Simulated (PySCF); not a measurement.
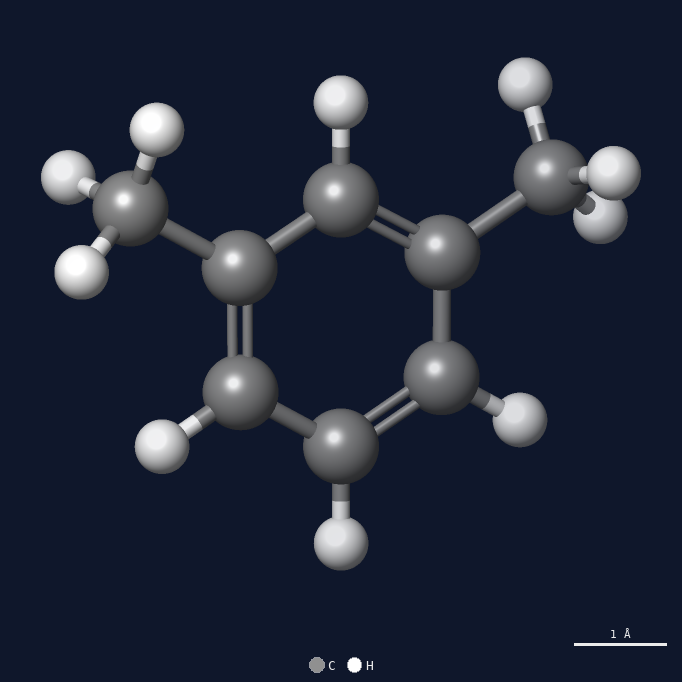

Rendered structure (ball-and-stick style). Multiple sticks mark multiple bonds (one Kekulé form).

The computed structure is the end point of a GFN2-xTB optimisation. No frequency run is at hand to confirm it as a minimum.

Which formula does it have?

Answer. C8H10, 18 atoms: 8 carbon and 10 hydrogen.

Which point group does it belong to?

Answer. C2.

The parts below concern this one geometry. Atoms keep their numbers from picture to picture.

NMR shielding

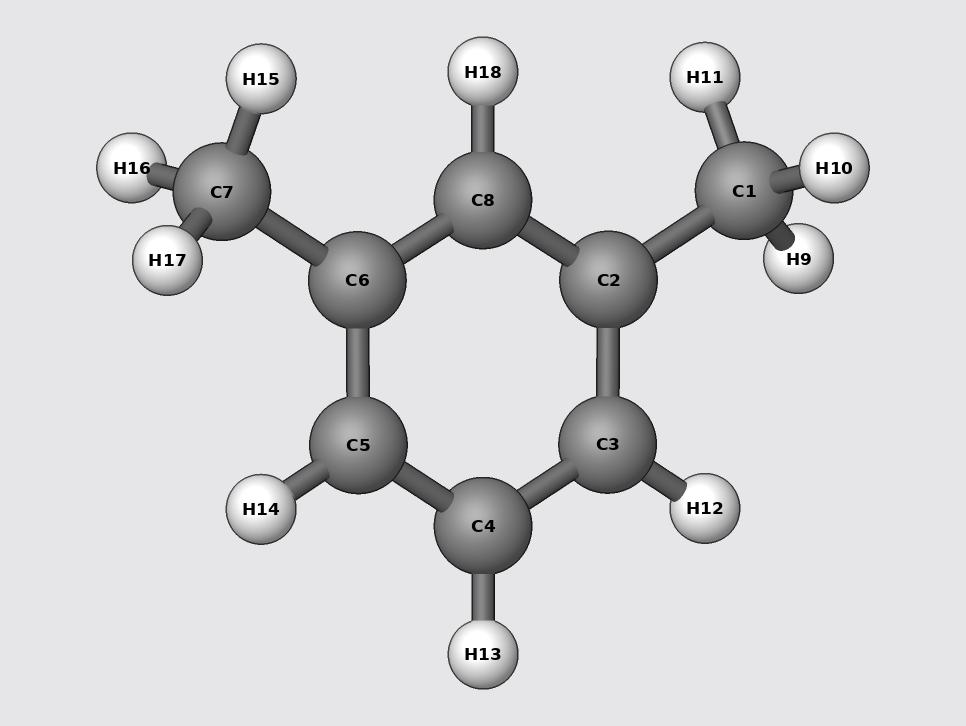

No frequency run is at hand to confirm it as a minimum. Properties computed with GIAO PBE0/pcSseg-1 NMR shielding, non-relativistic, gas phase (PySCF 2.14.0). Principal shieldings σ11 ≤ σ22 ≤ σ33, span Ω = σ33 − σ11, skew κ = 3(σiso − σ22)/Ω.

Give the shielding tensors of the C atoms.

| atom | σ11 | σ22 | σ33 | σiso | Ω | κ |
| --- | --- | --- | --- | --- | --- | --- |
| C1, C7 | 140.6 | 158.2 | 189.4 | 162.7 | 48.8 | 0.28 |
| C2, C6 | −60.8 | 15.0 | 176.4 | 43.6 | 237.2 | 0.36 |
| C3, C5 | −47.5 | 49.7 | 165.1 | 55.7 | 212.6 | 0.09 |
| C4 | −57.8 | 41.4 | 174.9 | 52.8 | 232.7 | 0.15 |
| C8 | −47.7 | 53.4 | 151.4 | 52.4 | 199.1 | −0.02 |

Shieldings and span in ppm.

Electronic properties

No frequency run is at hand to confirm it as a minimum. Method: PBE0/def2-SVPD, gas phase (PySCF 2.14.0). Excitations: vertical, linear response.

Computed properties:

- dipole moment: 0.36 D
- HOMO energy (Kohn–Sham orbital): −6.80 eV
- LUMO energy (Kohn–Sham orbital): −0.09 eV
- HOMO–LUMO gap: 6.71 eV
- mean static polarisability: 92.2 bohr³
- lowest vertical singlet excitation: 5.35 eV
- its oscillator strength: 0.004
- brightest of the 6 lowest singlets: 6.86 eV
- its oscillator strength: 0.73

Ring current

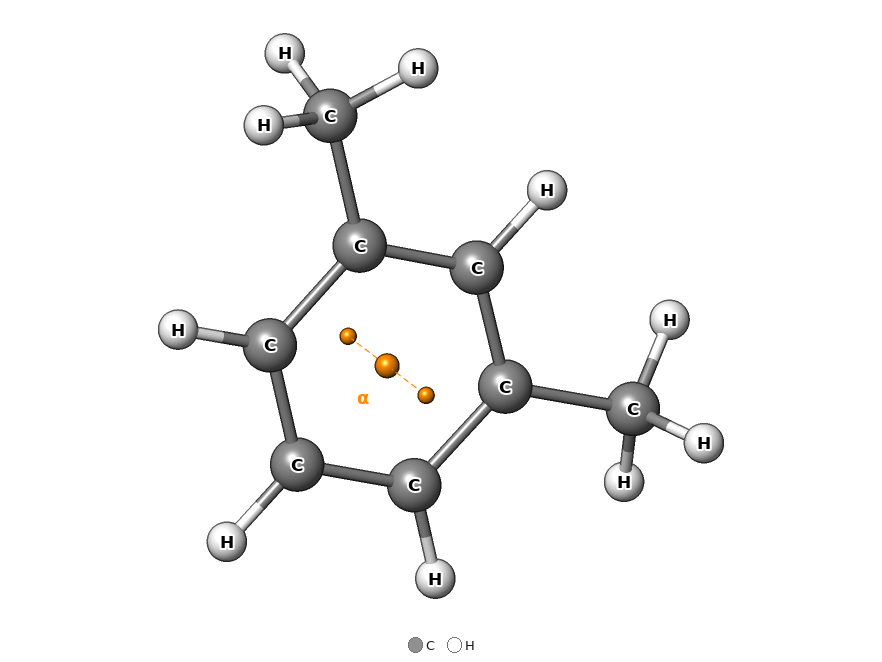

The small points mark where nucleus-independent chemical shifts (NICS) were computed: at the centre of each lettered ring and 1 Å above and below it. No frequency run is at hand to confirm it as a minimum. Method: GIAO PBE0/pcSseg-1 NMR shielding, non-relativistic, gas phase (PySCF 2.14.0).

Give NICS(0), NICS(1) and the out-of-plane component NICS(1)zz for each ring (means of the two sides).

```tsv
ring	members	NICS(0)	NICS(1)	NICS(1)zz
α	C6	−8.5	−11.1	−27.6
```

Values in ppm.

What do the values say about the ring currents?

Answer. Ring α: diatropic, as in an aromatic ring. NICS is one index among several.

Charges

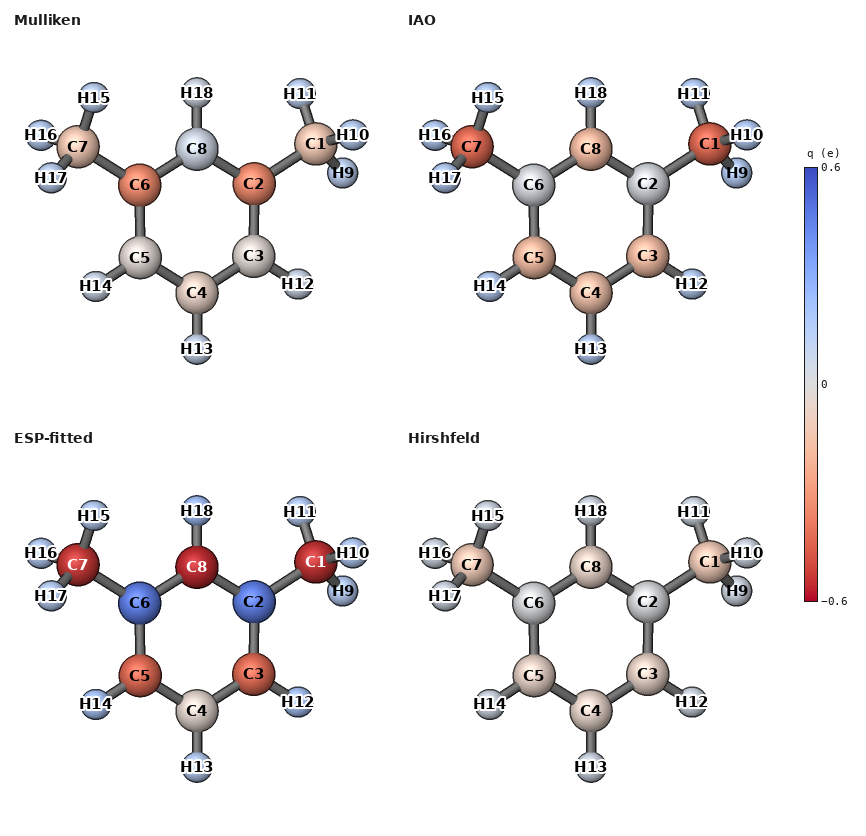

Atomic charges of one calculation by 4 schemes, on one colour scale. No frequency run is at hand to confirm it as a minimum. Level of theory: PBE0/pcSseg-1 (PySCF 2.14.0).

Which scheme gives the most polar picture (largest mean size of the charges)?

Answer. The ESP-fitted charges are the largest in size here, and the Hirshfeld charges the smallest.

On which atom do the schemes disagree most?

Answer. On C2 (from −0.34 to 0.45 e); C6 (from −0.34 to 0.46 e).

List the charges (e), one line for each set of equivalent atoms.

```tsv
atom	Mulliken	IAO	ESP-fitted	Hirshfeld
C1, C7	−0.13	−0.43	−0.54	−0.12
C2, C6	−0.34	0.02	0.45	0.01
C3, C5	−0.03	−0.17	−0.42	−0.06
C4	−0.07	−0.15	−0.04	−0.05
C8	0.05	−0.17	−0.55	−0.06
H9, H17	0.12	0.15	0.14	0.05
H10, H16	0.14	0.15	0.15	0.05
H11, H15	0.12	0.15	0.15	0.05
H12, H14	0.06	0.14	0.19	0.04
H13	0.09	0.15	0.14	0.05
H18	0.05	0.14	0.21	0.04
```

Mulliken values depend strongly on the basis set and can even reverse the polarity of a bond.
